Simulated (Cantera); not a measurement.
A closed system holds: 1 mol Fe(CO)₅, a varied amount of H₂, equilibrated at 975 K and 0.100 bar.

These are equilibrium values from Cantera (NASA tables, ideal gas, pure condensed phases), not measurements of a reactor. Candidate condensed phases: C, C₆H₆, C₇H₈, C₈H₁₈, Fe, Fe(CO)₅, FeO, Fe(OH)₂, Fe(OH)₃, Fe₂O₃, Fe₃O₄, H₂O; 114 gas species. Condensed phases not in the tables: cementite and carbon dissolved in iron. Equilibrium is a limit: real reactors are often held back by kinetics, nucleation or transport.

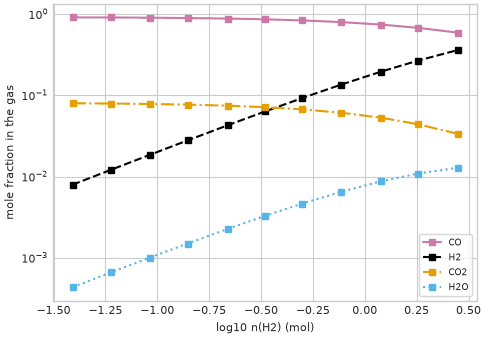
Fig. 1. Equilibrium gas composition (values under 1e-9 drawn at 1e-9)

From 0.039 mol H₂ to 2.8 mol H₂ the condensed part is C(graphite) + Fe(α).
